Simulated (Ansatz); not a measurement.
C42H24

C42H24, 66 atoms.

Geometry: r2SCAN-D4/def2-SVP.

Computed with Ansatz 0.2.0, RKS PBE0-D4/def2-SVP.

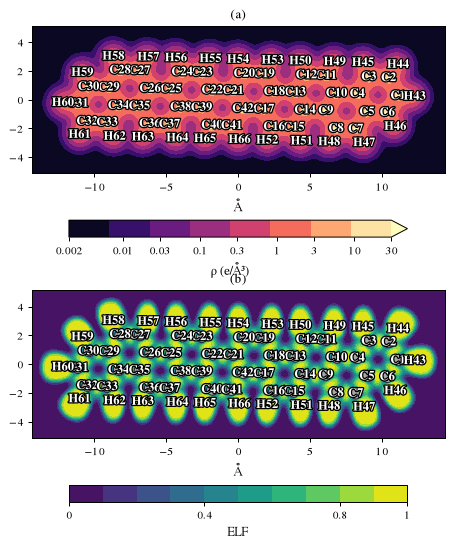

Figure 1. (a) total electron density; (b) ELF on the molecular plane. Grey discs cover the atomic cores in the ELF map.

> Describe what can be read from this map.

The section cuts through C and H sites. C–C (1.37 Å): ρ at the midpoint is about 2.2 e/Å³; the ELF peaks at about 0.95 between the atoms: a covalent bond. C–H (1.09 Å): the density is about 2 e/Å³ at the midpoint; the ELF climbs to about 1 towards the hydrogen, as it does in any bond to H; an ordinary covalent bond to hydrogen. C–C (1.41 Å): ρ at the midpoint is about 2 e/Å³; the ELF peaks at about 0.95 between the atoms (localised, covalent bonding). C–C (1.45 Å): ρ is about 1.8 e/Å³ halfway; the ELF peaks at about 0.95 between the atoms; a covalent bond.

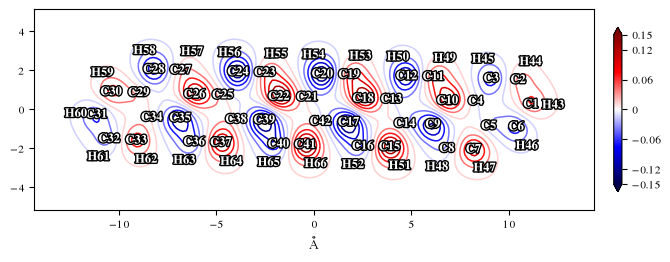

Figure 2. The LUMO on a plane 0.8 Å above the molecular plane (values in Å⁻³ᐟ²; the overall sign is arbitrary).

> What is the character of this orbital?

No atom holds more than about 5 % of it (Hirshfeld); by element the shares are C 95 % and H 5 %; it changes sign across the molecular plane (π type); it is gerade (even under inversion). Its energy is −1.73 eV.

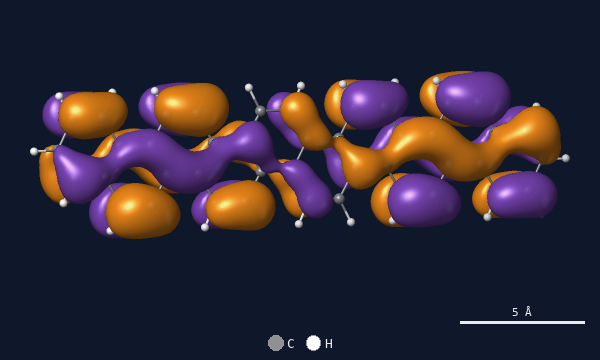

Figure 3. The HOMO−1 at ±0.03 Å⁻³ᐟ² (orange and purple are the two phases), seen at a tilt.

> Where does this orbital lie, and at what energy?

No atom holds more than about 10 % of it (Hirshfeld); by element the shares are C 95 % and H 5 %; it changes sign across the molecular plane (π type); it is gerade (even under inversion). Its energy is −6.09 eV.
